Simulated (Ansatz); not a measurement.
**What KSrH3 (model cell, started as cubic perovskite with Sr in the octahedra) distorts into**

Which phase does KSrH3 (model cell, started as cubic perovskite with Sr in the octahedra) fall into along its unstable mode, and how much energy does it gain?

Main program and level: Ansatz 0.2.0; DFT PBEsol, scalar-relativistic, plane waves, PAW; PAW set soft_1.

The structure was built from a prototype and need not be the compound's stable phase.

## 1. Set-up

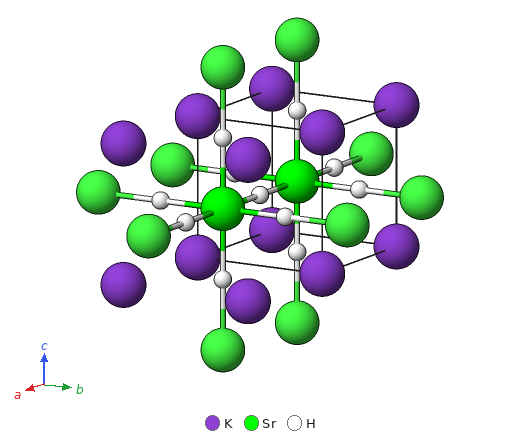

The cell as given, from a free direction (potassium purple, strontium green, hydrogen white). 2×1×1 cells are drawn. Some periodic images of atoms are drawn too.

Structure file:

```cif
data_structure
_symmetry_space_group_name_H-M 'P 1'
_symmetry_Int_Tables_number 1
_cell_length_a 4.7212
_cell_length_b 4.7212
_cell_length_c 4.7212
_cell_angle_alpha 90.000
_cell_angle_beta 90.000
_cell_angle_gamma 90.000
_cell_volume 105.24
loop_
_atom_site_label
_atom_site_type_symbol
_atom_site_fract_x
_atom_site_fract_y
_atom_site_fract_z
_atom_site_occupancy
K1 K 0.00000 0.00000 0.00000 1
Sr2 Sr 0.50000 0.50000 0.50000 1
H3 H 0.50000 0.50000 0.00000 1
H4 H 0.50000 0.00000 0.50000 1
H5 H 0.00000 0.50000 0.50000 1
```

## 2. Phonons on a q mesh

The cell comes from relaxations at this level that are not shown. Stability and thermal properties need the whole zone. Linear response on a 2×2×2 q mesh gives force constants as far as a supercell of that size would, and the tensors from the zone-centre run are typed in so that the long-range dipole term is interpolated apart.

Contents of input.yaml:

```yaml
crystal:
  lattice:
    - [4.7212170871, 0.0, 0.0]
    - [0.0, 4.7212170871, 0.0]
    - [0.0, 0.0, 4.7212170871]
  atoms:
    - { symbol: K, position: [0.0, 0.0, 0.0] }
    - { symbol: Sr, position: [0.5, 0.5, 0.5] }
    - { symbol: H, position: [0.5, 0.5, 0.0] }
    - { symbol: H, position: [0.5, 0.0, 0.5] }
    - { symbol: H, position: [0.0, 0.5, 0.5] }
kpoints:
  mp_grid: { grid: [4, 4, 4] }
hamiltonian:
  xc: pbesol
  pseudopotentials: { kind: paw, azcp: { folder: soft_1 }, xc_functional: pbe }
scf:
  occupations: { method: fixed }
output:
  eigenvalues: true
phonons:
  method: dfpt
  qmesh: [2, 2, 2]
  temperatures: { t_max: 1000, t_step: 50 }
  qpath:
    path:
      - [[0.0, 0.0, 0.0], [0.0, 0.5, 0.0], [0.5, 0.5, 0.0], [0.0, 0.0, 0.0], [0.5, 0.5, 0.5], [0.0, 0.5, 0.0]]
      - [[0.5, 0.5, 0.5], [0.5, 0.5, 0.0]]
    npoints: 10
  non_analytic_term:
    high_frequency_dielectric_tensor: [[3.1492, 0.0, 0.0], [0.0, 3.1492, 0.0], [0.0, 0.0, 3.1492]]
    born_effective_charges:
      - { species: K, tensor: [[1.1875, 0.0, 0.0], [0.0, 1.1875, 0.0], [0.0, 0.0, 1.1875]] }
      - { species: Sr, tensor: [[1.7231, 0.0, 0.0], [0.0, 1.7231, 0.0], [0.0, 0.0, 1.7231]] }
      - { species: H, tensor: [[-0.9111, 0.0, 0.0], [0.0, -0.9111, 0.0], [0.0, 0.0, -1.0884]] }
      - { species: H, tensor: [[-0.9111, 0.0, 0.0], [0.0, -1.0884, 0.0], [0.0, 0.0, -0.9111]] }
      - { species: H, tensor: [[-1.0884, 0.0, 0.0], [0.0, -0.9111, 0.0], [0.0, 0.0, -0.9111]] }
    source: "zone-centre run at this cell"
```

Command:

```sh
> ansatz run input.yaml --threads 4 --pin off --max-ram 16384MiB --backend cpu --events-out ev --progress --plain --runs-dir out
```

Numbers of over 12 decimals in the logs are rounded to 6 here.

Output:

```text
Engine: ansatz 0.2.0, aarch64-unknown-linux-gnu
Pseudopotentials: kind: paw
Pseudopotential: K, paw, valence charge 9, recommended cutoff 420 eV (normal), soft_1/K.paw.azcp
Pseudopotential: Sr, paw, valence charge 10, recommended cutoff 420 eV (normal), soft_1/Sr.paw.azcp
Pseudopotential: H, paw, valence charge 1, recommended cutoff 420 eV (normal), soft_1/H.paw.azcp
Functional definition: PBEsol
  exchange = pbesol_x
  correlation = pbesol_c
Crystal: 5 atoms, lattice volume = 105.235 Å³
Basis set: ecut = 420 eV, 2103 PW (Γ), exchange–correlation on 64×64×64 points (8 copies of the dense FFT grid, shifted against one another)
Bands: 16, of which v1, the nominal top of the filled ones, is band 11 counted from 1 (10 counted from 0)
Symmetry: 48 space group operations
k-points: 10 of 64
Non-local potential: K, projectors of the file, l = 0: 3, l = 1: 2, l = 2: 2
Non-local potential: Sr, projectors of the file, l = 0: 3, l = 1: 2, l = 2: 2
Non-local potential: H, projectors of the file, l = 0: 2, l = 1: 1
PAW form: soft (Blöchl's): semilocal exchange-correlation on the pseudo side does not see the compensation charge
PAW frozen core: K, regenerated for the run's functional, and the local potential with it (the file was generated under x = pbe(κ = 0.804, μ = 0.219515), c = pbe(β = 0.066725))
PAW frozen core: Sr, regenerated for the run's functional, and the local potential with it (the file was generated under x = pbe(κ = 0.804, μ = 0.219515), c = pbe(β = 0.066725))
PAW one-centre angular grid: K, 110 points (default); XC on 64 Gauss nodes
PAW one-centre angular grid: Sr, 110 points (default); XC on 64 Gauss nodes
PAW one-centre angular grid: H, 110 points (default); XC on 64 Gauss nodes
Initial density: superposition of atomic densities (chi_scale 0.1, normalization cell, long waves kept (reshape's long-wave potential 0.01 eV rms))
Initial wavefunctions: pseudopotential atomic-orbital guess
Functional: x = pbesol(κ = 0.804, μ = 0.123457), c = pbesol(β = 0.046)
SCF iter   1: F=—  HF=-5057.807194 eV  |F-HF|=—  |Δ(HF+E_count)|=         —  Δρ=4.70e-2  dr2=3.20e0  ethr=3.10e-3  ⟨swp⟩=6.1  Hψ=843  notcnv=0  defer=12
preconditioner: auto → Resta (q_TF=auto, 2.102 Å⁻¹)  ε∞=2.1  [insulator: Δε(μ)=3.623 eV  Ē_g=14.570 eV  n_scr=18 (ndim 8)  ℏωp=15.4 eV  f_vac=0.000  ε∞_Penn≈2.1]
SCF iter   2: F=—  HF=-5056.855991 eV  |F-HF|=—  |Δ(HF+E_count)|=   9.51e-1  Δρ=1.70e-2  dr2=5.70e-1  ethr=3.10e-3  ⟨swp⟩=2.4  Hψ=308  notcnv=0  defer=22
SCF iter   3: F=—  HF=-5056.696863 eV  |F-HF|=—  |Δ(HF+E_count)|=   1.59e-1  Δρ=3.71e-3  dr2=1.38e-2  ethr=2.59e-3  ⟨swp⟩=2.8  Hψ=229  notcnv=0  defer=23
SCF iter   4: F=—  HF=-5056.700433 eV  |F-HF|=—  |Δ(HF+E_count)|=   3.57e-3  Δρ=3.87e-4  dr2=3.09e-4  ethr=6.28e-5  ⟨swp⟩=3.4  Hψ=239  notcnv=0  defer=23
SCF iter   5: F=—  HF=-5056.700583 eV  |F-HF|=—  |Δ(HF+E_count)|=   1.50e-4  Δρ=9.76e-5  dr2=5.92e-6  ethr=1.41e-6  ⟨swp⟩=2.5  Hψ=271  notcnv=0  defer=24
SCF iter   6: F=—  HF=-5056.700587 eV  |F-HF|=—  |Δ(HF+E_count)|=   3.96e-6  Δρ=1.79e-5  dr2=2.52e-7  ethr=2.69e-8  ⟨swp⟩=2.1  Hψ=256  notcnv=0  defer=22
SCF iter   7: F=—  HF=-5056.700584 eV  |F-HF|=—  |Δ(HF+E_count)|=   2.96e-6  Δρ=1.92e-6  dr2=5.31e-9  ethr=1.15e-9  ⟨swp⟩=2.0  Hψ=254  notcnv=0  defer=19
SCF iter   8: F=—  HF=-5056.700584 eV  |F-HF|=—  |Δ(HF+E_count)|=   4.26e-9  Δρ=3.54e-7  dr2=1.36e-10  ethr=2.41e-11  ⟨swp⟩=2.2  Hψ=260  notcnv=0  defer=19
SCF iter   9: F=-5056.700584 eV  HF=-5056.700584 eV  |F-HF|=1.82e-12  |Δ(HF+E_count)|=  2.72e-10  Δρ=6.08e-8  dr2=3.84e-12  ethr=1.00e-12  ⟨swp⟩=15.8  Hψ=1411  notcnv=0
SCF 1 converged in 9 iterations: F = -5056.700584 eV  dr2 = 3.84e-12
  greatest PAW one-centre occupation: 0.987 electrons in one spin orbital (limit 2), on the Sr atom at site 1 (counted from 0), in its partial waves of l = 0
NSCF: frozen V_eff on 10 k-points
NSCF: frozen V_eff on 27 k-points
DFPT response loops at q = (0, 0, 0) (fractional): preconditioner auto → none (the input reference at scf.mixing.eps_inf says where Resta's filter doesn't serve); β = 0.50; Broyden in place of MSR1
NSCF: frozen V_eff on 54 k-points
DFPT response loops at q = (0, 0, -0.5) (fractional): preconditioner auto → Resta (q_TF=auto, 2.102 Å⁻¹)  ε∞=4.9 (no band partly filled); β = 1.00, the filter's whole step (`scf.mixing.beta` (0.50) is not read by the response loops at its default; to damp them type it under 1.00, their step now; it binds the ground state too); Broyden in place of MSR1
NSCF: frozen V_eff on 54 k-points
DFPT response loops at q = (0, -0.5, -0.5) (fractional): mixed as the last ones told, above
NSCF: frozen V_eff on 54 k-points
DFPT response loops at q = (-0.5, -0.5, -0.5) (fractional): mixed as the last ones told, above
SCF converged after 9 iterations
Free energy (F): -5056.700584 eV
Harris-Foulkes:  -5056.700584 eV  (|F-HF|=1.82e-12)
Internal energy: -5056.700584 eV  (E = F + TS)
E sigma→0 (E₀):  -5056.700584 eV
Fermi energy:    1.761709 eV
--- Per-component energies (eV) ---
  E_band       = -257.269241
  E_kinetic    = 525.715024
  E_local      = -1430.003140  (includes V_loc(G=0)·N_el)
  E_nonlocal   = 249.913890
  E_hartree    = 412.329186
  E_xc         = -332.909073
  E_vxc        = -352.562312  (∫ρ·V_xc dr)
  E_paw        = -3403.635335  (= ΣΔE_a)
  E_vpaw       = -74.988354  (= ΣTr[D̂ρ^β])
  E_aug_tail   = -0.002737  (compensation charges beyond the density's cutoff)
  E_ewald      = -1078.350632
  E_core_change = 0.242233  (= ΣΔE_core)
  E_smearing   = -0.000000  (= −TS)
  E_closure    = 0.000000  (closes the sum)
  Σ components = -5056.700584   (vs F -5056.700584, Δ=0.00e0)
--- Band table (eV; the first three rows and the last of 10) ---
  k-point 0: bands = [... 7 lower, -11.1509, -0.9675, 1.0192, 1.0192, 8.0876, 8.0876, 8.0876, 8.5434, ... 1 higher]
  k-point 1: bands = [... 7 lower, -11.1513, -0.5702, 1.1063, 1.1643, 7.0747, 7.5041, 7.5041, 7.8796, ... 1 higher]
  k-point 2: bands = [... 7 lower, -11.1517, -0.0571, 1.1933, 1.1997, 6.9701, 7.1325, 7.1325, 7.2774, ... 1 higher]
  k-point 9: bands = [... 7 lower, -11.1834, 1.7617, 1.7617, 1.7617, 5.2404, 5.2404, 5.2404, 7.7093, ... 1 higher]
--- Phonons (Γ-DFPT): 4 representative perturbations + reference (Σ response iterations 14) ---
  ASR residual: 1.878e-4 → 0.000e0 eV/Å²; symmetrization residual: 3.652e-7 eV/Å²
  ASR residual per site (eV/Å²): 5.03e-5 1.88e-4 1.94e-5 1.94e-5 1.94e-5
  Γ frequencies (cm⁻¹): -178.36 -178.36 -178.36 -116.24 -116.24 -116.24 0.00 0.00 0.00 218.03 218.03 218.03 1148.75 1148.75 1148.75
--- Phonons (arbitrary-q DFPT): 4 irreducible q on the 2×2×2 mesh ---
  q = [0.0000, 0.0000, 0.0000] (star 1, of the zone-centre solve; hermiticity 1.29e-7, symmetrization 2.06e-13): -178.36 -178.36 -178.36 -116.24 -116.24 -116.24 -0.00 -0.00 -0.00 218.03 218.03 218.03 1148.75 1148.75 1148.75
  q = [0.0000, 0.0000, -0.5000] (star 3, 9 solved perturbations in 216 linear systems a pass and spin channel, the states on 27 of 64 k-point pairs; hermiticity 1.06e-7, symmetrization 2.22e-9): -109.31 -109.31 -55.65 -55.65 95.81 116.67 123.08 123.08 159.26 240.98 240.98 549.14 1147.81 1147.81 1264.10
  q = [0.0000, -0.5000, -0.5000] (star 3, 9 solved perturbations in 216 linear systems a pass and spin channel, the states on 27 of 64 k-point pairs; hermiticity 1.34e-7, symmetrization 3.09e-9): -345.46 -96.86 -96.86 41.36 72.85 115.37 115.37 234.88 234.88 340.08 340.08 575.87 1146.85 1189.42 1287.19
  q = [-0.5000, -0.5000, -0.5000] (star 1, 4 solved perturbations in 81 linear systems a pass and spin channel, the states on 27 of 64 k-point pairs; hermiticity 7.64e-8, symmetrization 1.84e-9): -353.77 -353.77 -353.77 -52.01 -52.01 -52.01 140.52 140.52 140.52 528.93 528.93 528.93 1188.88 1188.88 1303.22
  sum rule: each row above includes the acoustic sum rule's correction from the zone centre's row sums; it moved no ω² by more than (2.29 cm⁻¹)²
  mesh force constants: q→R imaginary residual 8.07e-18; ASR residual 1.878e-4 → 0.000e0 eV/Å²; symmetrization residual 3.553e-15 eV/Å²
  interpolated dispersion: 63 rows × 15 modes
  density of states and harmonic sums: on the 14×14×14 q-mesh, interpolated from the force constants of a 2×2×2 supercell (with the dipole–dipole term of supplied tensors)
  largest difference from the sums on the solved wave vectors: F 4.00e-2 eV, S 6.19e-5 and C_V 3.22e-5 eV/K
  zero-point energy: 0.328098 eV/cell   skipped modes (ω ≤ 0): 564, of them read as no rigid motion or as one in doubt: 561 (4.667e0 modes/cell left out, lowest -353.77 cm⁻¹)   left out of the sums: 3.11e-1 of the cell's modes: C_V's classical limit lies that fraction below 3 k_B per atom; for a crystal, a wire or a layer, F and S can be off by more, and a phonons.interpolated_qmesh denser along its periods is the remedy for the sampling
```

Elapsed: 28 s, on 4 threads of Arm Neoverse V1, shared host; peak memory 0.52 GiB; 1.7 min of CPU time.

A gap read on the k-mesh alone can miss the band edges.

Numbers from this step:

```
gap on the k-mesh                                       : 2.524 eV
volume per atom                                         : 21.05 Å³
sum-rule residual before enforcement                    : 1.88e-4 eV/Å²
lowest frequency on the path                            : -353.8 cm⁻¹
point group                                             : m-3m
highest frequency on the path or at a solved wavevector : 1303 cm⁻¹
highest optical mode at the zone centre (no LO-TO term) : 1149 cm⁻¹
lowest optical zone-centre mode                         : -178.4 cm⁻¹
lowest mode on the q mesh (acoustic modes at Γ apart)   : -353.8 cm⁻¹
```

Frequencies (cm⁻¹) solved at each irreducible wavevector; negative means imaginary. Frequencies by wavevector, by row:

| q in reciprocal lattice units | star | mode 1 | mode 2 | mode 3 | mode 4 | mode 13 | mode 14 | mode 15 |
| --- | --- | --- | --- | --- | --- | --- | --- | --- |
| 0 0 0 | 1 | -178.4 | -178.4 | -178.4 | -116.2 | 1149 | 1149 | 1149 |
| 0 0 -0.5 | 3 | -109.3 | -109.3 | -55.6 | -55.6 | 1148 | 1148 | 1264 |
| 0 -0.5 -0.5 | 3 | -345.5 | -96.9 | -96.9 | 41.4 | 1147 | 1189 | 1287 |
| -0.5 -0.5 -0.5 | 1 | -353.8 | -353.8 | -353.8 | -52 | 1189 | 1189 | 1303 |

Interpolated from a 2×2×2 q mesh, with the LO-TO term (at Γ the limit along the path; where Γ stands inside the path, tables give the limit on arrival). Phonon branches along the path, in cm⁻¹:

| point | branch 1 | branch 2 | branch 3 | branch 4 | branch 12 | branch 13 | branch 14 | branch 15 |
| --- | --- | --- | --- | --- | --- | --- | --- | --- |
| Γ | -178 | -178 | -178 | -116 | 514 | 1149 | 1149 | 1229 |
| X | -109 | -109 | -56 | -56 | 549 | 1148 | 1148 | 1264 |
| M | -346 | -97 | -97 | 41 | 576 | 1147 | 1189 | 1287 |
| Γ | -178 | -178 | -178 | -116 | 514 | 1149 | 1149 | 1229 |
| R | -354 | -354 | -354 | -52 | 529 | 1189 | 1189 | 1303 |
| X | -109 | -109 | -56 | -56 | 549 | 1148 | 1148 | 1264 |
| jump to R | -354 | -354 | -354 | -52 | 529 | 1189 | 1189 | 1303 |
| M | -346 | -97 | -97 | 41 | 576 | 1147 | 1189 | 1287 |

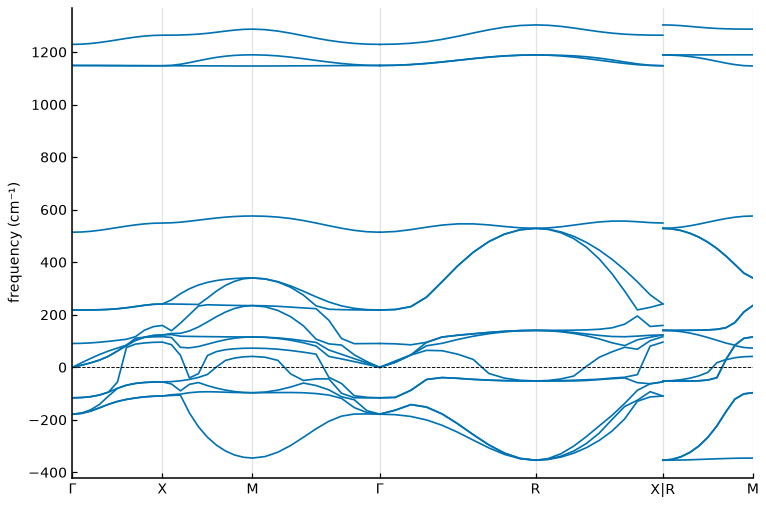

Phonon branches along the path.

Symmetry leaves 4 wavevectors to solve. The lowest mode among them, the acoustic zeros apart, lies at q = (-0.5, -0.5, -0.5) and is imaginary, 353.8i cm⁻¹, so the energy falls along it.

## 3. The mode frozen in, largest atomic shift 0 Å

The mode followed lies at q = (-0.5, -0.5, -0.5) with frequency 353.8i cm⁻¹ and is 3-fold degenerate, the softest among the wavevectors solved. At small amplitude the distorted cell has space group no. 74 by a symmetry search on the positions. The undistorted cell that holds it gives the zero of energy on the same k mesh.

System of this step: KSrH3 (model cell, started as cubic perovskite with Sr in the octahedra). Symmetry: Pm-3m, No. 221, cubic system. Conventional cell: a = 4.721 Å, b = 4.721 Å, c = 4.721 Å, α = 90.00°, β = 90.00°, γ = 90.00°. K has 12 H at 3.34 Å nearest. Nearest to Sr lie 6 H at 2.36 Å. H has 2 Sr at 2.36 Å nearest. Farther neighbours are not listed.

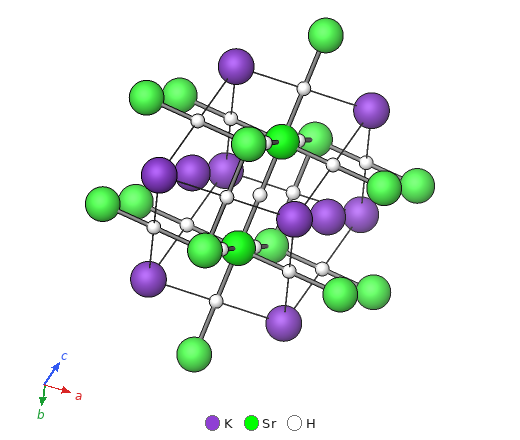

The cell of this step (potassium purple, strontium green, hydrogen white). Some periodic images of atoms are drawn too.

Contents of input.yaml:

```yaml
crystal:
  lattice:
    - [4.7212170871, 4.7212170871, 0.0]
    - [4.7212170871, 0.0, 4.7212170871]
    - [4.7212170871, 0.0, -4.7212170871]
  atoms:
    - { symbol: K, position: [0.0, 0.5, 0.5] }
    - { symbol: K, position: [0.0, 0.0, 0.0] }
    - { symbol: Sr, position: [0.5, 0.25, 0.75] }
    - { symbol: Sr, position: [0.5, 0.75, 0.25] }
    - { symbol: H, position: [0.5, 0.5, 0.5] }
    - { symbol: H, position: [0.5, 0.0, 0.0] }
    - { symbol: H, position: [0.0, 0.0, 0.5] }
    - { symbol: H, position: [0.0, 0.5, 0.0] }
    - { symbol: H, position: [0.5, 0.5, 0.0] }
    - { symbol: H, position: [0.5, 0.0, 0.5] }
kpoints:
  mp_grid: { grid: [4, 4, 4] }
hamiltonian:
  xc: pbesol
  pseudopotentials: { kind: paw, azcp: { folder: soft_1 }, xc_functional: pbe }
scf:
  occupations: { method: gaussian, width: 0.02 }
output:
  forces: true
  stress: true
  eigenvalues: true
```

Output:

```text
[...]
Crystal: 10 atoms, lattice volume = 210.471 Å³
Basis set: ecut = 420 eV, 4111 PW (Γ), exchange–correlation on 90×90×90 points (8 copies of the dense FFT grid, shifted against one another)
Bands: 32, of which v1, the nominal top of the filled ones, is band 22 counted from 1 (21 counted from 0)
Symmetry: 96 space group operations
[...]
k-points: 8 of 64
[...]
k-point 0: bands = [... 18 lower, 1.0198, 1.7623, 1.7623, 1.7623, 5.2408, 5.2408, 5.2408, 7.7099, ... 3 higher]
  k-point 1: bands = [... 18 lower, 1.1305, 1.2347, 1.6531, 1.6531, 5.1215, 5.4937, 5.4937, 6.8074, ... 3 higher]
  k-point 2: bands = [... 18 lower, 1.3929, 1.3929, 1.3929, 1.3929, 5.5024, 5.5024, 6.2461, 6.2461, ... 3 higher]
  k-point 7: bands = [... 18 lower, 1.3674, 1.3674, 1.4076, 1.4076, 5.1495, 5.1495, 6.8908, 6.8908, ... 3 higher]
[key lines of the parts left out:]
SCF converged after 7 iterations
Free energy (F): -10113.401605 eV
Fermi energy:    3.023898 eV
P = ⅓ Tr σ = -0.0085 GPa (-0.085 kbar)
```

Elapsed: 1.3 s, on 4 threads; peak memory 0.5 GiB; 4.3 s of CPU time.

This step gave:

- pressure: -0.008459 GPa
- gap on the k-mesh: 2.523 eV
- energy from the undistorted cell: 0 meV/atom

At this level the gap is 2.52 eV on the k-mesh of the self-consistent run, which can miss the band edges.

## 4. The mode frozen in, largest atomic shift 0.6 Å

The atoms are moved along the unstable eigenvector, the largest shift by 0.6 Å, with the cell fixed.

input.yaml, the sections that differ from step 3:

```yaml
crystal:
  lattice:
    - [4.7212170871, 4.7212170871, 0.0]
    - [4.7212170871, 0.0, 4.7212170871]
    - [4.7212170871, 0.0, -4.7212170871]
  atoms:
    - { symbol: K, position: [0.0, 0.5, 0.5] }
    - { symbol: K, position: [0.0, 0.0, 0.0] }
    - { symbol: Sr, position: [0.5, 0.25, 0.75] }
    - { symbol: Sr, position: [0.5, 0.75, 0.25] }
    - { symbol: H, position: [0.4101367167, 0.5898632833, 0.5898632833] }
    - { symbol: H, position: [0.5898632833, -0.0898632833, -0.0898632833] }
    - { symbol: H, position: [0.0, 0.0449316417, 0.4550683583] }
    - { symbol: H, position: [0.0, 0.4550683583, 0.0449316417] }
    - { symbol: H, position: [0.5, 0.4550683583, 0.0449316417] }
    - { symbol: H, position: [0.5, 0.0449316417, 0.4550683583] }
# kpoints, hamiltonian, scf, output: as in step 3
```

Output:

```text
[...]
Crystal: 10 atoms, lattice volume = 210.471 Å³
Basis set: ecut = 420 eV, 4111 PW (Γ), exchange–correlation on 90×90×90 points (8 copies of the dense FFT grid, shifted against one another)
Bands: 32, of which v1, the nominal top of the filled ones, is band 22 counted from 1 (21 counted from 0)
Symmetry: 8 space group operations
[...]
k-points: 18 of 64
[...]
k-point 0: bands = [... 18 lower, 1.0128, 1.6988, 1.7523, 1.7552, 5.2295, 5.2337, 5.2355, 7.6381, ... 5 higher]
  k-point 1: bands = [... 18 lower, 1.0750, 1.2611, 1.6278, 1.6422, 5.1576, 5.4569, 5.4613, 6.8254, ... 5 higher]
  k-point 2: bands = [... 18 lower, 1.2784, 1.2872, 1.4251, 1.4399, 5.5219, 5.5490, 5.9539, 6.0332, ... 5 higher]
  k-point 17: bands = [... 18 lower, 1.1689, 1.1689, 1.4767, 1.4767, 5.3639, 5.3639, 6.7989, 6.7989, ... 5 higher]
[key lines of the parts left out:]
SCF converged after 7 iterations
Free energy (F): -10113.610815 eV
Fermi energy:    3.020465 eV
P = ⅓ Tr σ = -0.5554 GPa (-5.554 kbar)
```

The job ended after 2.4 s (4 threads; peak memory 0.55 GiB; 8.9 s of CPU time).

This step gave:

```
pressure                         : -0.5554 GPa
gap on the k-mesh                : 2.530 eV
energy from the undistorted cell : -20.92 meV/atom
```

The energy, extrapolated to zero smearing, is -20.92 meV/atom against the undistorted cell.

The run ends at a pressure of -0.56 GPa, with forces up to 0.100 eV/Å.

(Continued in part 2 of 3.)

[Logs are printed without paths, hosts, clocks, repeated set-up lines and the standing remarks that a program may print on its own settings, such as how far it seeks lower states.]

[Hosts, paths, dates, database ids (printed as entryN), source tags and the programs' standing remarks are cut or masked in the printed files.]
